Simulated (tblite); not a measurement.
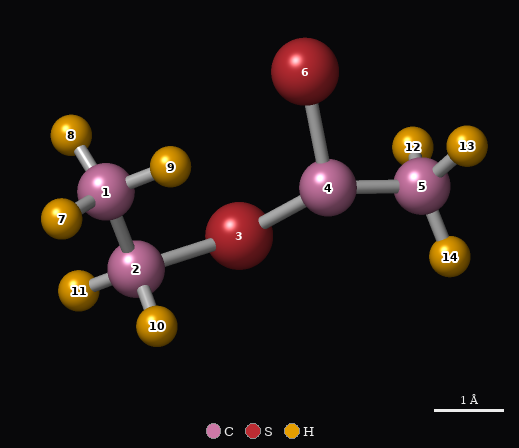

This is the input geometry for a relaxation of C4H8S2 (charge −1, multiplicity 2). The picture is a ball-and-stick view, seen at a tilt.

The calculation used GFN2-xTB geometry optimisation, gas phase (tblite).

```xyz
14

C    -1.9398    0.4493    0.8456
C    -1.7468   -0.2728   -0.4860
S    -0.0690    0.0211   -1.1527
C     1.2273   -0.2139    0.0436
C     2.6033   -0.3753   -0.5667
S     1.3620    1.1301    1.2099
H    -2.7733   -0.0082    1.4389
H    -2.0919    1.5402    0.6866
H    -1.0105    0.2514    1.4346
H    -1.8071   -1.3642   -0.2045
H    -2.5406    0.0002   -1.2123
H     2.7765    0.5313   -1.1930
H     3.3093   -0.3805    0.3023
H     2.7000   -1.3091   -1.1685
```

Q: Where does the relaxation end?

A: The largest move after the best rigid fit is that of H10, 0.80 Å. Largest moves by element: H 0.80 Å, S 0.72 Å, C 0.59 Å. Some distances before and after: C4–S6 1.785 → 1.692 Å, C2–S3 1.829 → 1.872 Å, C2–H10 1.129 → 1.091 Å, S3–C4 1.780 → 1.750 Å. Bond angles that change, for instance: C5–C4–S6 106.0° → 120.3°, C2–S3–C4 113.7° → 100.8°, S3–C4–S6 113.3° → 122.7°. Groups turn about C2–S3 by about 25°. Over 73 geometry steps the energy falls by 18.1 kcal/mol.

The structure at the end:

```xyz
14

C    -1.9883    0.3885    0.8457
C    -1.4380   -0.2781   -0.3965
S    -0.0529    0.7423   -1.1349
C     1.2529    0.3730   -0.0297
C     2.3613   -0.4542   -0.6045
S     1.4688    1.1901    1.4360
H    -2.7162   -0.2523    1.3490
H    -2.4648    1.3326    0.5861
H    -1.1668    0.5984    1.5293
H    -1.0137   -1.2569   -0.1665
H    -2.1895   -0.3772   -1.1824
H     2.9917    0.1213   -1.2948
H     2.9967   -0.8223    0.2024
H     1.9581   -1.3057   -1.1614
```

After the run, drawn alike:

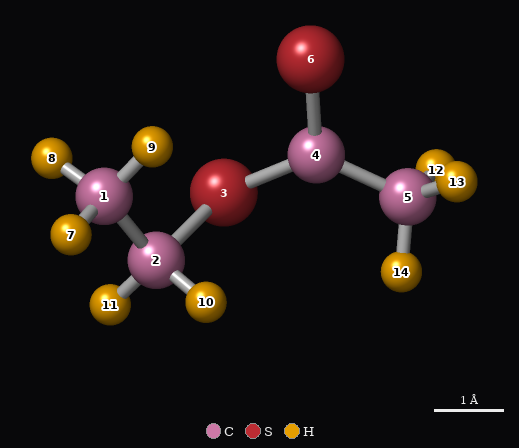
